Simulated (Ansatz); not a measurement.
# Br4ORe (Re(O)(Br)4): the cost of one run

The runs use Ansatz 0.2.0; DFT PBE, plane waves, PAW, molecule in a box with 9 Å of vacuum.

3 further runs of the same task are left out: 2 for a known fault of the program, 1 that didn't finish.

### Step 1. The system as given

6 atoms, charge 0, spin multiplicity 2.

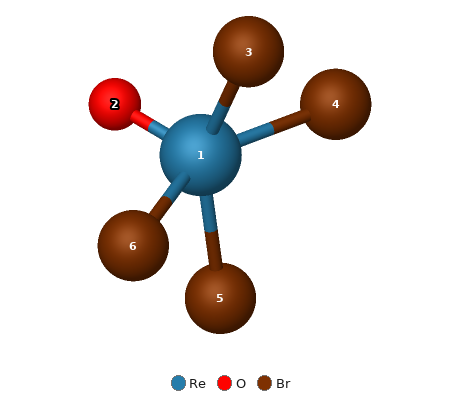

The geometry (rhenium blue, oxygen red, bromine brown); atoms are numbered from 1 in the order of the file.

Geometry (Å):

```
Re    0.0000    0.0000    0.3303
O     0.0000    0.0000    1.9962
Br    2.3799    0.0000   -0.3264
Br    0.0000    2.3799   -0.3264
Br   -2.3799    0.0000   -0.3264
Br    0.0000   -2.3799   -0.3264
```

Formal oxidation states: Re +6. An earlier session relaxed this geometry at B3LYP, Re def2-SVP with ECP60, O def2-SVP, Br def2-SVP (doublet, point group C4v).

### Step 2. Scalar-relativistic

File input.yaml:

```yaml
crystal:
  lattice:
    - [13.76, 0.0, 0.0]
    - [0.0, 13.76, 0.0]
    - [0.0, 0.0, 11.32]
  atoms:
    - { symbol: Re, position: [0.49999419, 0.49999419, 0.45553534], spin: 1.0 }
    - { symbol: O, position: [0.49999419, 0.49999419, 0.60270053] }
    - { symbol: Br, position: [0.67295276, 0.49999419, 0.3975265] }
    - { symbol: Br, position: [0.49999419, 0.67295276, 0.3975265] }
    - { symbol: Br, position: [0.32703488, 0.49999419, 0.3975265] }
    - { symbol: Br, position: [0.49999419, 0.32703488, 0.3975265] }
basis:
  ecutwfc: 420
  ecutrho_ratio: 4
kpoints:
  mp_grid: { grid: [1, 1, 1] }
hamiltonian:
  xc: pbe
scf:
  occupations: { method: gaussian, width: 0.01 }
output:
  forces: true
  eigenvalues: true
  populations: true
magnetization:
  spin_polarized: true
```

On the command line:

```bash
$ ansatz run input.yaml --threads 4 --pin off --max-ram 8192MiB --backend cpu --events-out ev --progress --plain --runs-dir out
```

What time and memory should one allow on 4 threads of Intel Xeon 6975P-C (Granite Rapids), shared host?

About 15 s, with a peak of 1.6 GiB.
